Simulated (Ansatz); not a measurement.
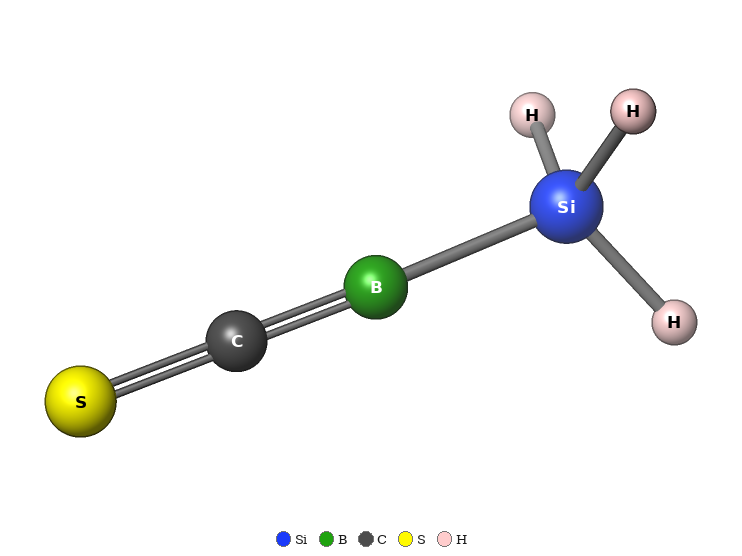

Orthographic view. Atoms fade into the background with distance from the viewer. The computed structure is the end point of a PBE0-D4/def2-TZVP optimisation. No frequency run is at hand to confirm it as a minimum.

**Give the standard InChI.**

InChI=1S/CH3BSSi/c3-1-2-4/h4H3
